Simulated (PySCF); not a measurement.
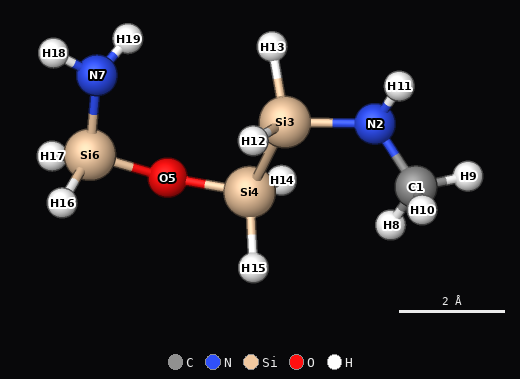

**Figure 1.** The input geometry (ball-and-stick view, seen at a tilt; atoms are numbered from 1 in the order of the input). Bond lengths as drawn: C–H 1.09 to 1.10 Å, C–N 1.44 Å, H–N 1.01 Å, H–Si 1.46 to 1.49 Å, N–Si 1.72 to 1.73 Å, O–Si 1.62 to 1.63 Å and Si–Si 2.30 Å.

## CH12N2OSi3: excited-state calculation

- system: CH12N2OSi3, SMILES CN[SiH2][SiH2]O[SiH2]N
- method: TDA PBE0/def2-SVPD, vertical, gas phase, core orbitals frozen in the response (PySCF 2.14.0)

The geometry comes from this level: GFN2-xTB. It belongs to a series of runs on one base structure; here: PBE0/def2-SVPD; 6 states, TDA; damp 0.2; guess sap.

The program's output:
```
damping 0.20 in the first 6 cycles
final grid: 144648 points
cycle   1  E = -1086.6003900652  dE =  8.668e+00  |g| = 5.072e+00  |ddm| = 2.006e+02
cycle   2  E = -1067.3237989589  dE =  1.928e+01  |g| = 8.857e+00  |ddm| = 2.017e+02
cycle   3  E = -1015.7412639029  dE =  5.158e+01  |g| = 8.722e+00  |ddm| = 1.027e+02
cycle   4  E = -726.9616285527  dE =  2.888e+02  |g| = 2.239e+01  |ddm| = 2.638e+02
cycle   5  E = -642.8476755740  dE =  8.411e+01  |g| = 1.731e+01  |ddm| = 2.999e+02
cycle   6  E = -454.4554583030  dE =  1.884e+02  |g| = 2.194e+01  |ddm| = 3.461e+02
cycle   7  E = -609.2263930048  dE = -1.548e+02  |g| = 1.884e+01  |ddm| = 3.587e+02
cycle   8  E = -962.6049958582  dE = -3.534e+02  |g| = 1.038e+01  |ddm| = 2.703e+02
cycle   9  E = -982.4285662655  dE = -1.982e+01  |g| = 1.173e+01  |ddm| = 2.777e+02
cycle  10  E = -1077.7811951543  dE = -9.535e+01  |g| = 5.393e+00  |ddm| = 4.298e+01
cycle  11  E = -1052.1993284940  dE =  2.558e+01  |g| = 7.174e+00  |ddm| = 3.382e+01
cycle  12  E = -1089.6053826613  dE = -3.741e+01  |g| = 4.668e+00  |ddm| = 2.245e+01
cycle  13  E = -1097.2502124879  dE = -7.645e+00  |g| = 1.227e+00  |ddm| = 9.470e+00
cycle  14  E = -1097.4739199811  dE = -2.237e-01  |g| = 6.185e-01  |ddm| = 2.367e+00
cycle  15  E = -1097.5656406321  dE = -9.172e-02  |g| = 2.854e-01  |ddm| = 1.284e+00
cycle  16  E = -1097.5825757148  dE = -1.694e-02  |g| = 1.116e-01  |ddm| = 4.815e-01
cycle  17  E = -1097.5852353231  dE = -2.660e-03  |g| = 2.847e-02  |ddm| = 2.075e-01
cycle  18  E = -1097.5854362541  dE = -2.009e-04  |g| = 8.730e-03  |ddm| = 5.764e-02
cycle  19  E = -1097.5854564806  dE = -2.023e-05  |g| = 3.559e-03  |ddm| = 2.007e-02
cycle  20  E = -1097.5854597412  dE = -3.261e-06  |g| = 9.186e-04  |ddm| = 6.756e-03
cycle  21  E = -1097.5854599637  dE = -2.226e-07  |g| = 1.604e-04  |ddm| = 2.003e-03
cycle  22  E = -1097.5854599704  dE = -6.685e-09  |g| = 6.352e-05  |ddm| = 3.889e-04
cycle  23  E = -1097.5854599713  dE = -8.870e-10  |g| = 2.241e-05  |ddm| = 1.312e-04
converged SCF energy = -1097.5854599713

Static polarisability (au): isotropic 110.897, principal 94.884 110.857 126.951

Singlet excitations
state   eV       nm        f      main configurations
  1   4.7792    259.4   0.00141   H->L 0.98
  2   5.9328    209.0   0.00785   H->L+1 0.75, H->L+2 0.23
  3   5.9925    206.9   0.03373   H-1->L 0.93
  4   6.1264    202.4   0.00675   H->L+3 0.54, H->L+2 0.22, H-2->L 0.09
  5   6.2859    197.2   0.02680   H-2->L 0.85
  6   6.4231    193.0   0.00741   H->L+4 0.50, H->L+2 0.22, H->L+3 0.16

Triplet excitations (Tamm-Dancoff, eV): 4.5265 5.4790
```

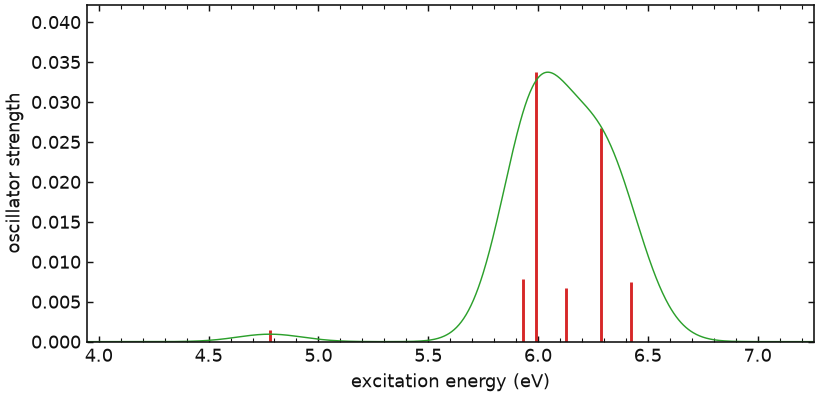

**Figure 2.** Computed excitations as sticks (degenerate states added up, dark ones marked on the axis), with a Gaussian envelope of 0.35 eV full width at half maximum, scaled to the tallest. Of the 6 states the lowest lies at 4.78 eV (f = 0.001); the strongest line is at 5.99 eV, or 207 nm (f = 0.034).

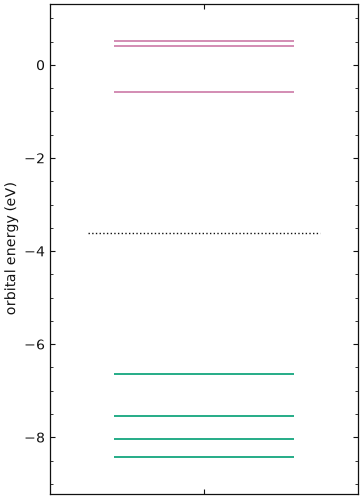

**Figure 3.** Orbital energies near the frontier; the dotted line parts filled from empty levels, and levels within 0.02 eV of each other stand side by side. Highest filled −6.64 eV, lowest empty −0.59 eV, 6.05 eV apart.

This output came from the following input.

Input:
```
{"job": {"kind": "uv", "xc": "PBE0", "basis": "def2-SVPD", "nstates": 6, "ntriplets": 2, "tda": true, "scf": {"damp": 0.2, "guess": "sap"}}, "charge": 0, "multiplicity": 1}
C     -3.378529     0.131844    -0.051829
N     -2.423965    -0.916806     0.213042
Si    -0.786504    -0.641455     0.688522
Si     0.100062     0.853301    -0.811668
O      1.717995     0.870066    -0.656960
Si     3.081990     0.691847     0.189388
N      3.006143    -0.853121     0.947235
H     -2.869854     0.957417    -0.546494
H     -4.167030    -0.236064    -0.712576
H     -3.849372     0.515746     0.861343
H     -2.881177    -1.727294     0.602719
H     -0.643603    -0.215945     2.104472
H     -0.254582    -2.015653     0.661698
H     -0.064830     0.558206    -2.243072
H     -0.301882     2.260417    -0.624925
H      3.136604     1.666624     1.274823
H      4.119487     0.884461    -0.826537
H      3.761610    -1.134273     1.549036
H      2.687634    -1.640067     0.404651
```

The first line tells a small driver script what to run in PySCF; the rest is the geometry in Å.

Launched with:
```bash
OMP_NUM_THREADS=1 python <driver script> task.json out
```

Key numbers:

| quantity | value |
| --- | --- |
| outcome | converged |
| total energy | −1097.585460 hartree |
| HOMO | −6.64 eV |
| LUMO | −0.59 eV |
| dipole moment | 1.50 D |
| mean polarisability | 110.90 a.u. |
| lowest singlet excitation | 4.78 eV |
| hardware | 1 CPU thread, shared host |
| wall time | 55 s |
| peak memory | 1.1 GiB |

Notes:

Settings chosen away from the usual ones: PBE0/def2-SVPD; 6 states, TDA; damp 0.2; guess sap.
